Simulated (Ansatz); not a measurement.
# RPA@PBE/3-21G run of [BH4]− (SMILES [H][B-]([H])([H])[H])

Aim: the energy change on altering one bond length of [BH4]− at RPA@PBE/3-21G, from 2 runs. 

Program for the calculation: Ansatz 0.2.0.

**1. The structure to begin with**

[BH4]− has 5 atoms, charge -1, and is taken as a singlet. As SMILES, `[H][B-]([H])([H])[H]`. The coordinates come from a GFN2-xTB relaxation.

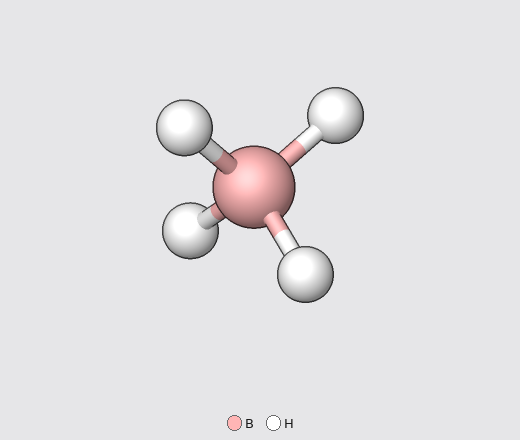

The structure, seen from a chosen angle (boron pink, hydrogen white).

**2. The energy at RPA@PBE/3-21G**

in.yaml reads:

```yaml
crystal:
  periodic: [false, false, false]
  atoms:
    - {symbol: B, position_ang: [0.000000, -0.000190, -0.000050]}
    - {symbol: H, position_ang: [0.011880, -0.020580, 1.229120]}
    - {symbol: H, position_ang: [1.154650, 0.011840, -0.420810]}
    - {symbol: H, position_ang: [-0.587600, 1.007810, -0.387560]}
    - {symbol: H, position_ang: [-0.578930, -0.998880, -0.420690]}
basis:
  gaussian: {orbitals: 3-21G.json}
total_charge: -1
hamiltonian: {xc: pbe}
correlation: {method: rpa, frozen_orbitals: {B: 1, H: 0}}
accuracy: high
```

The basis set 3-21G is read from a file made from the Basis Set Exchange's data (not shown).

Command:

```sh
$ ansatz run in.yaml --threads 1 --pin off --max-ram 2610MiB --events-out events.jsonl --progress --plain --runs-dir runs
```

Log:

```text
Warning: RAYON_NUM_THREADS=1 ignored (pool sized by the plan → 1); use --threads N
Functional definition: PBE
  name "PBE"
  parameter kappa = 0.804
  parameter beta = 0.06672455060314922
  exchange = pbe_x(kappa = kappa, mu = beta*pi^2/3)
  correlation = pbe_c(beta = beta)
342 factors; integrals over basis functions are off by at most 5.4e-9 eV
mean field evaluation 1: about -735.1230 eV, gradient 9.5e0 eV
mean field evaluation 2: about -735.0793 eV, gradient 9.6e0 eV
mean field evaluation 4: about -735.4021 eV, gradient 9.8e-1 eV
mean field evaluation 8: about -735.4046 eV, gradient 7.6e-5 eV
mean field -735.40458288 eV, -27.0256199458 hartree, gradient 1.1e-8 eV, S^2 0.000000; 0 other end points of the search recorded, 0 dependent functions left out
1 core orbitals not correlated: weight in the atoms' cores, before any rotation towards them, 1.000 or more for the frozen orbitals, at most 0.000 for the correlated occupied ones
reference -729.48766938 eV, -26.8081773853 hartree; 4, 4 occupied and 12, 12 virtual orbitals, 342 factors
Total energy: -733.79190335 eV, -26.9663550660 hartree
```

It took 0.74 s on 1 thread of Arm Neoverse V2, shared host; peak memory 0.095 GiB.

**3. The distorted shape at the same level**

run.yaml reads:

```yaml
crystal:
  periodic: [false, false, false]
  atoms:
    - {symbol: B, position_ang: [-0.288635, -0.003197, 0.105130]}
    - {symbol: H, position_ang: [-0.276755, -0.023587, 1.334300]}
    - {symbol: H, position_ang: [1.154650, 0.011840, -0.420810]}
    - {symbol: H, position_ang: [-0.876235, 1.004803, -0.282380]}
    - {symbol: H, position_ang: [-0.867565, -1.001887, -0.315510]}
basis:
  gaussian: {orbitals: 3-21G.json}
hamiltonian: {xc: pbe}
magnetization: {spin_polarized: false}
total_charge: -1
correlation: {method: rpa, frozen_orbitals: {B: 1, H: 0}}
accuracy: high
```

The basis set 3-21G is read from a file made from the Basis Set Exchange's data (not shown).

Command:

```sh
$ ansatz run run.yaml --threads 1 --pin off --max-ram 2610MiB --events-out events.jsonl --progress --plain --runs-dir runs
```

Log, shortened:

```text
Warning: RAYON_NUM_THREADS=1 ignored (pool sized by the plan → 1); use --threads N
[... 6 set-up lines as earlier in the session ...]
342 factors; integrals over basis functions are off by at most 7.2e-9 eV
mean field evaluation 1: about -734.8155 eV, gradient 6.5e0 eV
mean field evaluation 2: about -734.7769 eV, gradient 6.7e0 eV
mean field evaluation 4: about -734.9324 eV, gradient 1.6e0 eV
mean field evaluation 8: about -734.9409 eV, gradient 1.2e-3 eV
mean field -734.94093704 eV, -27.0085812753 hartree, gradient 3.7e-8 eV, S^2 0.000000; 0 other end points of the search recorded, 0 dependent functions left out
1 core orbitals not correlated: weight in the atoms' cores, before any rotation towards them, 1.000 or more for the frozen orbitals, at most 0.000 for the correlated occupied ones
reference -728.97132316 eV, -26.7892020117 hartree; 4, 4 occupied and 12, 12 virtual orbitals, 342 factors
Total energy: -733.37988036 eV, -26.9512135003 hartree
```

It took 0.75 s on 1 thread of Arm Neoverse V2, shared host.

**4. What came out**

At RPA@PBE/3-21G, 1 core orbital frozen:

```
                                                         quantity         value
                                        first shape: total energy  -26.96636 Eh
                    first shape: RPA correlation energy (valence)    -158.2 mEh
                                    distorted shape: total energy  -26.95121 Eh
                distorted shape: RPA correlation energy (valence)    -162.0 mEh
energy change with the B1–H3 bond stretched from 1.229 to 1.536 Å      0.412 eV
```

With the B1–H3 bond stretched from 1.229 to 1.536 Å the energy rises by 0.41 eV (39.8 kJ/mol). The first shape isn't relaxed at this level, so the change isn't measured from a minimum.
